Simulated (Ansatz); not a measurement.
# A computed series for AlN: pressure series

Base system: AlN in the wurtzite structure (space group P6_3mc, No. 186; a = 3.114 Å, c = 4.984 Å).

Cell and atoms are relaxed at each pressure.

Level of theory: PBEsol (Ansatz, a quantum-chemistry and plane-wave program, PAW, no spin-orbit coupling).

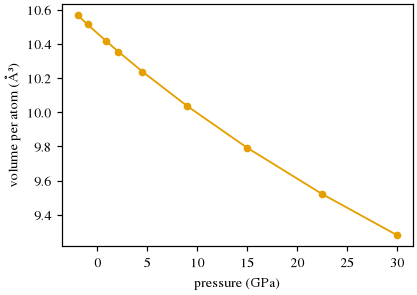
*Volume against pressure*

### Question
Estimate the zero-pressure bulk modulus from the plot.

### Answer
About 200 GPa; a third-order Birch–Murnaghan fit to the points gives V₀ = 10.46 Å³/atom, B₀ = 201 GPa and B₀′ = 3.7.

Between the base and pressure 22.5 GPa the gap moves from 4.09 eV to 4.87 eV, a mean slope of 34 meV/GPa.

Load acts through the strain it causes; cell and atoms are relaxed under it. Whether these cells are dynamically stable was not tested. Measured, AlN leaves this structure (for rock salt) near 14 GPa (temperature not stated; as listed in Datta, Sujoy, Jana, Debnarayan, arXiv (2020)), on rising pressure, with hysteresis.
